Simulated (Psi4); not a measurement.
# BH2O (SMILES B[O]): a chain of runs

Wanted: a series of 9 runs (UTPSSh-D3(BJ)/def2-SVP) of BH2O. 

Program for the calculation: Psi4 1.11.

## 1. The molecule

BH2O: 4 atoms, total charge 0, spin state doublet. As SMILES, `B[O]`. The coordinates come from a PBE0-D4/def2-TZVP relaxation.

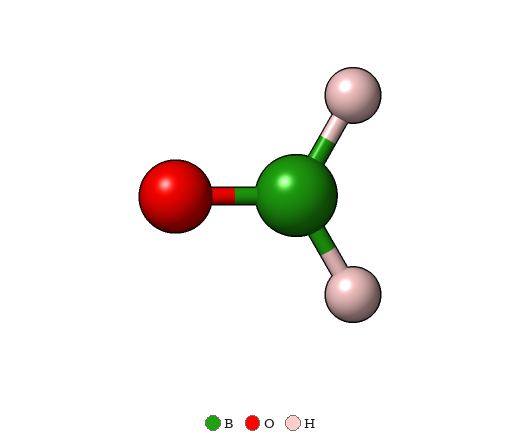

Viewed from a chosen angle; boron green, oxygen red, hydrogen pink.

## 2. A single-point energy at UTPSSh-D3(BJ)/def2-SVP (density fitting) (run 1)

calc.in

```
memory 1.6 GB

molecule molecule1 {
  0 2
  B
  O 1 r2
  H 1 r3 2 a3
  H 1 r4 3 a4 2 d4

  r2 = 1.281246
  r3 = 1.211128
  a3 = 119.88052
  r4 = 1.211253
  a4 = 120.24942
  d4 = 179.9998
  units angstrom
  symmetry c1
}

set {
  basis     def2-SVP
  reference uks
}

energy("tpssh-d3(bj)")
```

Run with:

```sh
$ psi4 calc.in calc.out -n 1
```

calc.out, cut to the lines that bear on the results:

```text
[...]
  Running in c1 symmetry.
[...]
  Nuclear repulsion =   25.066185074059344
[...]
  Multiplicity = 2
[...]
  Nalpha       = 8
  Nbeta        = 7
[...]
    Number of basis functions: 38
[...]
   @DF-UKS iter   1:  -101.06268453755949   -4.71372e-01   1.28413e-02 ADIIS/DIIS
[...]
   @DF-UKS iter   9:  -101.17730484410556   -1.30558e-08   5.13338e-07 DIIS
[...]
   @S^2 Observed:                7.576076337E-01
[...]
    Orbital Energies [Eh]
    ---------------------
    Alpha Occupied:
       1A    -19.124213     2A     -6.729939     3A     -0.990332
       4A     -0.496061     5A     -0.448902     6A     -0.405868
       7A     -0.368097     8A     -0.311729
    Alpha Virtual:
       9A     -0.024290    10A      0.114563    11A      0.129342
      12A      0.196602    13A      0.204393    14A      0.245854
      15A      0.307885    16A      0.562127    17A      0.627951
      18A      0.635213    19A      0.851238    20A      0.896385
      21A      0.953268    22A      1.065172    23A      1.104181
      24A      1.157584    25A      1.290613    26A      1.320741
[...]
  @DF-UKS Final Energy:  -101.17730484410556
   => Energetics <=
    Nuclear Repulsion Energy =             25.0661850740593444
    One-Electron Energy =                -186.9655204540796944
    Two-Electron Energy =                  72.7872269210258054
    DFT Exchange-Correlation Energy =     -12.0640300775755129
    Empirical Dispersion Energy =          -0.0011663075355191
    VV10 Nonlocal Energy =                  0.0000000000000000
    Total Energy =                       -101.1773048441055636
[...]
 Multipole Moments:
 ------------------------------------------------------------------------------------
     Multipole            Electronic (a.u.)      Nuclear  (a.u.)        Total (a.u.)
 ------------------------------------------------------------------------------------
 L = 1.  Multiply by 2.5417464519 to convert [e a0] to [Debye]
 Dipole X            :          0.0000037           -0.0000033            0.0000004
 Dipole Y            :          0.0002184           -0.0001978            0.0000206
 Dipole Z            :          1.2287672           -1.7401977           -0.5114306
 Magnitude           :                                                    0.5114306
[...]
```

Wall time 6.3 s (1 thread of Intel Xeon 6975P-C (Granite Rapids), shared host); peak memory 0.44 GiB.

## 3. The distorted shape: a single-point energy at UTPSSh-D3(BJ)/def2-SVP (density fitting) (run 2)

job.inp

```
memory 1600 MB

molecule {
  0 2
  B      0.011648     0.122994    -0.137851
  O      1.038048    -0.207506     0.554149
  H     -1.039852    -0.454406     0.028849
  H      0.083900     0.878500    -0.833600
  symmetry c1
}

set basis def2-SVP
set reference uks

set reference uhf
set stability_analysis follow
set max_attempts 5
energy("scf")
set reference uks
set stability_analysis none
set guess read
set guess_mix false

e_tot, wfn = energy("tpssh-d3bj", return_wfn=True)
print_variables()
```

Run with:

```sh
$ psi4 -i job.inp -o job.out -n 1
```

job.out, cut to the lines that bear on the results:

```text
[...]
  Running in c1 symmetry.
[...]
  Nuclear repulsion =   25.622048390008548
[...]
  Multiplicity = 2
[...]
  Nalpha       = 8
  Nbeta        = 7
[...]
    Number of basis functions: 38
[...]
   @DF-UHF iter   1:  -100.45646362057968   -8.01329e-01   1.08733e-02 DIIS/ADIIS
[...]
   @DF-UKS iter   8:  -101.15701571224523   -2.12779e-09   3.86051e-07 DIIS
[...]
   @S^2 Observed:                7.565775961E-01
[...]
    Orbital Energies [Eh]
    ---------------------
    Alpha Occupied:
       1A    -19.125301     2A     -6.715232     3A     -0.991221
       4A     -0.511522     5A     -0.455124     6A     -0.408357
       7A     -0.368587     8A     -0.314611
    Alpha Virtual:
       9A     -0.023864    10A      0.116445    11A      0.146356
      12A      0.179819    13A      0.235390    14A      0.242544
      15A      0.309005    16A      0.560313    17A      0.630335
      18A      0.732631    19A      0.852644    20A      0.903476
      21A      0.954362    22A      1.067417    23A      1.106236
      24A      1.158335    25A      1.315353    26A      1.424336
[...]
  @DF-UKS Final Energy:  -101.15701571224523
   => Energetics <=
    Nuclear Repulsion Energy =             25.6220483900085476
    One-Electron Energy =                -187.9766443326390686
    Two-Electron Energy =                  73.3147857625396142
    DFT Exchange-Correlation Energy =     -12.1160375545034000
    Empirical Dispersion Energy =          -0.0011679776509428
    VV10 Nonlocal Energy =                  0.0000000000000000
    Total Energy =                       -101.1570157122452258
[...]
 Multipole Moments:
 ------------------------------------------------------------------------------------
     Multipole            Electronic (a.u.)      Nuclear  (a.u.)        Total (a.u.)
 ------------------------------------------------------------------------------------
 L = 1.  Multiply by 2.5417464519 to convert [e a0] to [Debye]
 Dipole X            :          1.0205947           -1.4054975           -0.3849028
 Dipole Y            :         -0.1882274            0.3283509            0.1401235
 Dipole Z            :          0.5538736           -0.8288468           -0.2749733
 Magnitude           :                                                    0.4933509
[...]
```

Wall time 6.6 s (1 thread of Intel Xeon 6975P-C (Granite Rapids), shared host); peak memory 0.45 GiB.

Runs 3 to 5 aren't shown in full; the table further down has their settings and results.

## 4. The distorted shape: the energy at UTPSSh-D3(BJ)/def2-SVP (density fitting) (run 6)

bh2o.sdf

```

     RDKit          3D

  4  2  0  0  0  0  0  0  0  0999 V2000
   -0.0691   -0.7214    0.6397 B   0  0  0  0  0  2  0  0  0  0  0  0
    0.9573   -1.0519    1.3317 O   0  0  0  0  0  1  0  0  0  0  0  0
   -1.1206   -1.2988    0.8064 H   0  0  0  0  0  0  0  0  0  0  0  0
    0.0839    0.8785   -0.8336 H   0  0  0  0  0 15  0  0  0  0  0  0
  2  1  1  0
  3  1  1  0
M  RAD  2   1   2   2   2
M  END
$$$$
```

calc.py

```python
import psi4
from rdkit import Chem

psi4.set_memory('1600 MB')
psi4.set_num_threads(1)
psi4.set_output_file('psi4.out', False)

rd = Chem.SDMolSupplier('bh2o.sdf', removeHs=False, sanitize=False)[0]
xyz = rd.GetConformer().GetPositions()
atoms = '\n'.join(f'{a.GetSymbol()} {x:.4f} {y:.4f} {z:.4f}' for a, (x, y, z) in zip(rd.GetAtoms(), xyz))
mol = psi4.geometry('0 2\n' + atoms + '\nsymmetry c1')

psi4.set_options({
    'basis': 'def2-SVP',
    'reference': 'uks',
})

psi4.set_options({'reference': 'uhf', 'stability_analysis': 'follow', 'max_attempts': 5})
psi4.energy('scf')
psi4.set_options({'reference': 'uks', 'stability_analysis': 'none', 'guess': 'read', 'guess_mix': False})

e_tot, wfn = psi4.energy('TPSSH-D3BJ', molecule=mol, return_wfn=True)
print('E =', round(e_tot, 9))
```

Run with:

```sh
$ python calc.py
```

psi4.out:

```text
Psi4 1.11 release

   => Loading Basis Set <=

    Name: DEF2-SVP
    Role: ORBITAL
    Keyword: BASIS

         ---------------------------------------------------------
                                   SCF
                              UHF Reference
                        1 Threads,   1525 MiB Core
         ---------------------------------------------------------

  ==> Geometry <==

    Molecular point group: c1
    Full point group: C1

    Geometry (in Angstrom), charge = 0, multiplicity = 2:

       Center              X                  Y                   Z               Mass
    ------------   -----------------  -----------------  -----------------  -----------------
         B           -0.534518230114     0.146651869214    -0.336033783571    11.009305360000
         O            0.491881769886    -0.183848130786     0.355966216429    15.994914619570
         H           -1.586018230114    -0.430748130786    -0.169333783571     1.007825032230
         H           -0.381518230114     1.746551869214    -1.809333783571     1.007825032230

  Running in c1 symmetry.

  Rotational constants: A =      3.88180  B =      1.05417  C =      0.82903 [cm^-1]
  Rotational constants: A = 116373.53795  B =  31603.33223  C =  24853.82735 [MHz]
  Nuclear repulsion =   23.456105253346145

  Charge       = 0
  Multiplicity = 2
  Electrons    = 15
  Nalpha       = 8
  Nbeta        = 7

  ==> Algorithm <==

  SCF Algorithm Type is DF.
  DIIS enabled.
  MOM disabled.
  Fractional occupation disabled.
  Guess Type is SAD.
  Energy threshold   = 1.00e-06
  Density threshold  = 1.00e-06
  Integral threshold = 1.00e-12

  ==> Primary Basis <==

  Basis Set: DEF2-SVP
    Blend: DEF2-SVP
    Number of shells: 18
    Number of basis functions: 38
    Number of Cartesian functions: 40
    Spherical Harmonics?: true
    Max angular momentum: 2

   => Loading Basis Set <=

    Name: (DEF2-SVP AUX)
    Role: JKFIT
    Keyword: DF_BASIS_SCF

  ==> Integral Setup <==

  DFHelper Memory: AOs need 0.003 GiB; user supplied 1.118 GiB.
  SCF_SUBTYPE=INCORE selected. In-core MEM_DF algorithm will be used.
  Using in-core AOs.

  ==> MemDFJK: Density-Fitted J/K Matrices <==

    J tasked:                   Yes
    K tasked:                   Yes
    wK tasked:                   No
    Memory [MiB]:              1144
    Algorithm:                 Core
    Schwarz Cutoff:           1E-12
    Mask sparsity (%):       0.0000
    Fitting Condition:        1E-10

   => Auxiliary Basis Set <=

  Basis Set: (DEF2-SVP AUX)
    Blend: DEF2-UNIVERSAL-JKFIT
    Number of shells: 62
    Number of basis functions: 188
    Number of Cartesian functions: 222
    Spherical Harmonics?: true
    Max angular momentum: 4

  Minimum eigenvalue in the overlap matrix is 2.4399000116E-02.
  Reciprocal condition number of the overlap matrix is 6.6380457769E-03.
    Using symmetric orthogonalization.

  ==> Pre-Iterations <==

  SCF Guess: Superposition of Atomic Densities via on-the-fly atomic UHF (no occupation information).

   -------------------------
    Irrep   Nso     Nmo
   -------------------------
     A         38      38
   -------------------------
    Total      38      38
   -------------------------

  ==> Iterations <==

                           Total Energy        Delta E     RMS |[F,P]|

   @DF-UHF iter SAD:   -99.41134929631703   -9.94113e+01   0.00000e+00
   @DF-UHF iter   1:  -100.33404485233451   -9.22696e-01   1.45254e-02 DIIS/ADIIS
   @DF-UHF iter   2:  -100.33530322972446   -1.25838e-03   1.71678e-02 DIIS/ADIIS
   @DF-UHF iter   3:  -100.51304534668623   -1.77742e-01   1.59942e-03 DIIS/ADIIS
   @DF-UHF iter   4:  -100.52152228762023   -8.47694e-03   7.40961e-04 DIIS/ADIIS
   @DF-UHF iter   5:  -100.52386841923608   -2.34613e-03   4.45604e-04 DIIS/ADIIS
   @DF-UHF iter   6:  -100.52482941953646   -9.61000e-04   4.38669e-04 DIIS/ADIIS
   @DF-UHF iter   7:  -100.52562972190971   -8.00302e-04   4.42377e-04 DIIS/ADIIS
   @DF-UHF iter   8:  -100.52470703960537    9.22682e-04   4.38675e-04 DIIS/ADIIS
   @DF-UHF iter   9:  -100.50817359754812    1.65334e-02   2.62836e-03 DIIS/ADIIS
[... 81 lines of further cycles ...]
   @DF-UHF iter  91:  -100.51774322408903   -3.28078e-03   9.65715e-04 DIIS/ADIIS
   @DF-UHF iter  92:  -100.51705680406745    6.86420e-04   9.96326e-04 DIIS/ADIIS
   @DF-UHF iter  93:  -100.51682043836628    2.36366e-04   8.93324e-04 DIIS/ADIIS
   @DF-UHF iter  94:  -100.51514702995766    1.67341e-03   1.08242e-03 DIIS/ADIIS
   @DF-UHF iter  95:  -100.51537540235580   -2.28372e-04   1.08580e-03 DIIS/ADIIS
   @DF-UHF iter  96:  -100.51527556703003    9.98353e-05   1.14334e-03 DIIS/ADIIS
   @DF-UHF iter  97:  -100.51533306555251   -5.74985e-05   1.16976e-03 DIIS/ADIIS
   @DF-UHF iter  98:  -100.52311228201667   -7.77922e-03   6.53187e-04 DIIS/ADIIS
   @DF-UHF iter  99:  -100.51894262986714    4.16965e-03   6.12009e-04 DIIS/ADIIS
   @DF-UHF iter 100:  -100.52063142784533   -1.68880e-03   1.03371e-03 DIIS/ADIIS

PsiException: Could not converge SCF iterations in 100 iterations.

  Failed to converge.
```

Standard output:

```text
psi4.driver.p4util.exceptions.SCFConvergenceError: Could not converge SCF iterations in 100 iterations.
```

Wall time 1.8 s (1 thread of Intel Xeon 6975P-C (Granite Rapids), shared host); peak memory 0.22 GiB.

The iterations ended before the threshold was met.

Runs 7 to 8 aren't shown in full; the table further down has their settings and results.

## 5. The distorted shape: a single-point energy at UTPSSh-D3(BJ)/def2-SVP (density fitting) (run 9)

bh2o.in

```
memory 1600 mb

molecule {
  0 2
  B     -0.171103    -1.787931     1.621929
  O      0.855297    -2.118431     2.313929
  H     -1.222603    -2.365331     1.788629
  H      0.083900     0.878500    -0.833600
  units angstrom
  symmetry c1
}

set basis def2-SVP
set reference uks

set reference uhf
set stability_analysis follow
set max_attempts 5
energy('scf')
set reference uks
set stability_analysis none
set guess read
set guess_mix false

energy('tpssh-d3bj')
```

Run with:

```sh
$ psi4 -n 1 bh2o.in bh2o.out
```

bh2o.out, cut to the lines that bear on the results:

```text
[...]
  Running in c1 symmetry.
[...]
  Nuclear repulsion =   22.475870758807268
[...]
  Multiplicity = 2
[...]
  Nalpha       = 8
  Nbeta        = 7
[...]
    Number of basis functions: 38
[...]
   @DF-UHF iter   1:  -100.35499287795641   -9.97876e-01   1.44373e-02 ADIIS/DIIS
[...]
   @DF-UKS iter  10:  -101.08778092525061   -1.34995e-08   3.90537e-07 DIIS
[...]
   @S^2 Observed:                7.500709548E-01
[...]
    Orbital Energies [Eh]
    ---------------------
    Alpha Occupied:
       1A    -19.081513     2A     -6.766711     3A     -0.936705
       4A     -0.466404     5A     -0.386115     6A     -0.335201
       7A     -0.326738     8A     -0.314518
    Alpha Virtual:
       9A     -0.112232    10A     -0.022178    11A      0.127715
      12A      0.175352    13A      0.209806    14A      0.269312
      15A      0.299070    16A      0.442345    17A      0.570151
      18A      0.629928    19A      0.879409    20A      0.932422
      21A      0.987445    22A      0.996200    23A      1.094311
      24A      1.128218    25A      1.191808    26A      1.311761
[...]
  @DF-UKS Final Energy:  -101.08778092525061
   => Energetics <=
    Nuclear Repulsion Energy =             22.4758707588072681
    One-Electron Energy =                -182.0187805179045313
    Two-Electron Energy =                  70.4112952015794065
    DFT Exchange-Correlation Energy =     -11.9550515585217116
    Empirical Dispersion Energy =          -0.0011148092110530
    VV10 Nonlocal Energy =                  0.0000000000000000
    Total Energy =                       -101.0877809252506125
[...]
 Multipole Moments:
 ------------------------------------------------------------------------------------
     Multipole            Electronic (a.u.)      Nuclear  (a.u.)        Total (a.u.)
 ------------------------------------------------------------------------------------
 L = 1.  Multiply by 2.5417464519 to convert [e a0] to [Debye]
 Dipole X            :          0.4907432           -1.2400516           -0.7493084
 Dipole Y            :         -1.8284004            2.0583257            0.2299253
 Dipole Z            :          1.9276556           -2.4219889           -0.4943334
 Magnitude           :                                                    0.9266575
[...]
```

Wall time 7.2 s (1 thread of Intel Xeon 6975P-C (Granite Rapids), shared host); peak memory 0.41 GiB.

## 6. The series

```tsv
run	start	level shift	partner	energy (Eh)	dipole moment (D)	HOMO energy (eV)	LUMO energy (eV)	wall time
1	–	–	base	-101.177305	1.30	-8.48	-5.04	6.3 s
2	stable UHF solution	–	B1–H4 1.03 Å	-101.157016	1.25	-8.56	-4.95	6.6 s
3	stable UHF solution	–	B1–H4 1.39 Å	-101.169058	1.37	-8.42	-5.13	6.3 s
4	stable UHF solution	–	B1–H4 1.57 Å	-101.151329	1.50	-8.41	-5.18	7.2 s
5	stable UHF solution	–	B1–H4 1.82 Å	-101.127484	1.80	-8.47	-5.08	7.5 s
6	stable UHF solution	–	B1–H4 2.18 Å	not converged	–	–	–	1.8 s
7	stable UHF solution	0.3	B1–H4 2.18 Å	-101.105039	2.11	-8.51	–	11 s
8	stable UHF solution	–	B1–H4 2.66 Å	-101.092423	2.24	-8.51	-5.59	9.9 s
9	stable UHF solution	–	B1–H4 3.63 Å	-101.087781	2.36	-8.56	-3.14	7.2 s
```

## 7. What came out

| quantity | value |
| --- | --- |
| distorted shape, run 9: total energy | -101.08778 Eh |
| distorted shape, run 9: dipole moment | 2.36 D |
| distorted shape, run 9: HOMO energy (highest over α and β) | -8.56 eV |
| distorted shape, run 9: LUMO energy (lowest over α and β) | -3.14 eV |
| distorted shape, run 9: dispersion energy | -2.93 kJ/mol |
| distorted shape, run 9: ⟨S²⟩ | 0.750 |
| energy change with the B1–H4 bond shortened from 1.211 to 1.030 Å | 0.552 eV |
| energy change with the B1–H4 bond stretched from 1.211 to 1.393 Å | 0.224 eV |
| energy change with the B1–H4 bond stretched from 1.211 to 2.665 Å | 2.310 eV |
| energy change with the B1–H4 bond stretched from 1.211 to 1.575 Å | 0.707 eV |
| energy change with the B1–H4 bond stretched from 1.211 to 1.817 Å | 1.356 eV |
| energy change with the B1–H4 bond stretched from 1.211 to 3.634 Å | 2.436 eV |
| energy change with the B1–H4 bond stretched from 1.211 to 2.180 Å | 1.966 eV |

What this shows: With the B1–H4 bond shortened from 1.211 to 1.030 Å the energy rises by 0.55 eV (53.3 kJ/mol). The first shape isn't relaxed at this level, so the change isn't measured from a minimum. With the B1–H4 bond stretched from 1.211 to 1.393 Å the energy rises by 0.22 eV (21.7 kJ/mol). With the B1–H4 bond stretched from 1.211 to 2.665 Å the energy rises by 2.31 eV (223 kJ/mol). With the B1–H4 bond stretched from 1.211 to 1.575 Å the energy rises by 0.71 eV (68.2 kJ/mol). With the B1–H4 bond stretched from 1.211 to 1.817 Å the energy rises by 1.36 eV (131 kJ/mol). With the B1–H4 bond stretched from 1.211 to 3.634 Å the energy rises by 2.44 eV (235 kJ/mol). The lowest energy is that of run 1; the highest lies 2.436 eV above it. All runs together took 64 s, the longest 11 s. 1 of the 9 runs did not end normally.
